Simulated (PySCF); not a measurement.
**BHO2 (oxoborinic acid): CCSDT(Q)/STO-6G**

What is the energy change on altering one bond length of BHO2 (oxoborinic acid) at CCSDT(Q)/STO-6G? Input form: a Python script.

Program for the calculation: PySCF 2.14.0.

6 further runs of the same task are left out: 6 set aside as unsound or not needed.

## (1) The structure to begin with

BHO2 has 4 atoms, charge 0, and is taken as a singlet. As SMILES, `O=BO`. The coordinates come from a PBE0-D4/def2-TZVP relaxation.

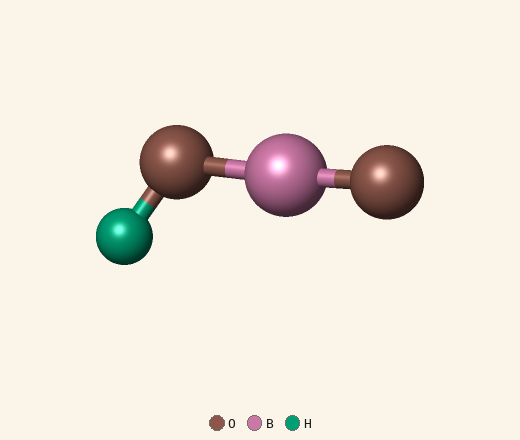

The structure, seen from a chosen angle (oxygen brown, boron pink, hydrogen teal).

## (2) The energy at CCSDT(Q)/STO-6G

The input, job.py:

```python
from pyscf import gto, scf, cc

system = gto.M(
    atom=[
    ('O', (-1.555100, 0.523500, 0.428500)),
    ('B', (-0.423900, 0.132000, 0.248600)),
    ('O', (0.816700, -0.302000, 0.108600)),
    ('H', (1.162300, -0.353500, -0.785700)),
],
    max_memory=1860,
    basis='sto-6g',
    charge=0,
    verbose=3,
)

myscf = scf.RHF(system)
myscf.conv_tol = 1e-10
myscf.kernel()
if not myscf.converged:
    myscf = myscf.newton().run(myscf.mo_coeff, myscf.mo_occ)

mycc = cc.CCSDT(myscf, frozen=3)
mycc.kernel()
e_bracket, e_q = mycc.ccsdt_q()
energy = mycc.e_tot + e_q
print('E = %.10f Eh' % energy)
```

Launch:

```console
$ OMP_NUM_THREADS=1 python job.py
```

The log of the run:

```text
converged SCF energy = -174.374346146647
_make_eris_incore_RCCSDT

WARN: A large `blksize` is being used, which may cause large memory consumption
      for storing contraction intermediates. If memory is sufficient, consider using
      `pyscf.cc.rccsdt_highm.RCCSDT` instead.

RCCSDT converged
E(RCCSDT) = -174.5516308859977   E_corr = -0.177284739350333
E_corr(same-spin) = -0.0340357141629129
E_corr(oppo-spin) = -0.14324902518742
_make_eris_incore_RCCSDT
E = -174.5511309749 Eh
```

It took 2.2 s on 1 thread of Intel Xeon 6975P-C (Granite Rapids), shared host; peak memory 0.1 GiB.

## (3) The distorted shape at the same level

The input, mol.xyz:

```xyz
4
BHO2
O     -1.624233     0.533802     0.607393
B     -0.493033     0.142302     0.427493
O      0.747567    -0.291698     0.287493
H      1.162300    -0.353500    -0.785700
```

The input, run.py:

```python
from pyscf import gto, cc

molecule = gto.M(
    atom='mol.xyz',
    verbose=4,
    basis='sto-6g',
    max_memory=1860,
)

mf = molecule.RHF()
mf.conv_tol = 1e-10
mf.kernel()
if not mf.converged:
    mf = mf.newton().run(mf.mo_coeff, mf.mo_occ)

mycc = cc.CCSDT(mf, frozen=3)
mycc.kernel()
e_bracket, e_q = mycc.ccsdt_q()
etot = mycc.e_tot + e_q
print('Final energy', etot)
```

Launch:

```console
$ OMP_NUM_THREADS=1 python run.py
```

The log of the run:

```text
PySCF version 2.14.0

[INPUT] num. atoms = 4
[INPUT] num. electrons = 22
[INPUT] charge = 0
[INPUT] spin (= nelec alpha-beta = 2S) = 0
[INPUT] symmetry False subgroup None
[INPUT] Mole.unit = angstrom
[INPUT] Symbol           X                Y                Z      unit          X                Y                Z       unit  Magmom
[INPUT]  1 O     -1.624233000000   0.533802000000   0.607393000000 AA   -3.069355532481   1.008739584745   1.147806419978 Bohr   0.0
[INPUT]  2 B     -0.493033000000   0.142302000000   0.427493000000 AA   -0.931697340373   0.268911806978   0.807844690169 Bohr   0.0
[INPUT]  3 O      0.747567000000  -0.291698000000   0.287493000000 AA    1.412696889763  -0.551229331083   0.543283032730 Bohr   0.0
[INPUT]  4 H      1.162300000000  -0.353500000000  -0.785700000000 AA    2.196428674582  -0.668018185034  -1.484757816071 Bohr   0.0

[... 48 lines left out ...]
converged SCF energy = -174.347868924577
[... 16 lines left out ...]
WARN: A large `blksize` is being used, which may cause large memory consumption
[... 12 lines left out ...]
Init t2, MP2 energy = -174.512718119597  E_corr(MP2) -0.164849195020
[... 17 lines left out ...]
RCCSDT converged
[... 5 lines left out ...]
Final energy -174.53885724128605
```

It took 1.7 s on 1 thread of Intel Xeon 6975P-C (Granite Rapids), shared host; peak memory 0.12 GiB.

## (4) Results

Level: CCSDT(Q)/STO-6G, 3 core orbitals frozen.

| quantity | value |
| --- | --- |
| first shape: total energy | -174.55113 Eh |
| first shape: dipole moment (Hartree–Fock density) | 2.78 D |
| first shape: HOMO energy (Hartree–Fock orbitals) | -9.92 eV |
| first shape: LUMO energy (Hartree–Fock orbitals) | 10.22 eV |
| first shape: HOMO–LUMO gap (Hartree–Fock orbitals) | 20.13 eV |
| first shape: correlation energy (3 core orbitals frozen) | -176.8 mEh |
| first shape: T1 diagnostic | 0.018 |
| distorted shape: total energy | -174.53886 Eh |
| distorted shape: dipole moment (Hartree–Fock density) | 2.85 D |
| distorted shape: HOMO energy (Hartree–Fock orbitals) | -9.82 eV |
| distorted shape: LUMO energy (Hartree–Fock orbitals) | 8.82 eV |
| distorted shape: HOMO–LUMO gap (Hartree–Fock orbitals) | 18.63 eV |
| distorted shape: correlation energy (3 core orbitals frozen) | -191.0 mEh |
| distorted shape: T1 diagnostic | 0.019 |
| energy change with the O3–H4 bond stretched from 0.960 to 1.152 Å | 0.334 eV |

**Reading.** With the O3–H4 bond stretched from 0.960 to 1.152 Å the energy rises by 0.33 eV (7.7 kcal/mol). The first shape isn't relaxed at this level, so the change isn't measured from a minimum. The minimal basis adds a large error of its own.
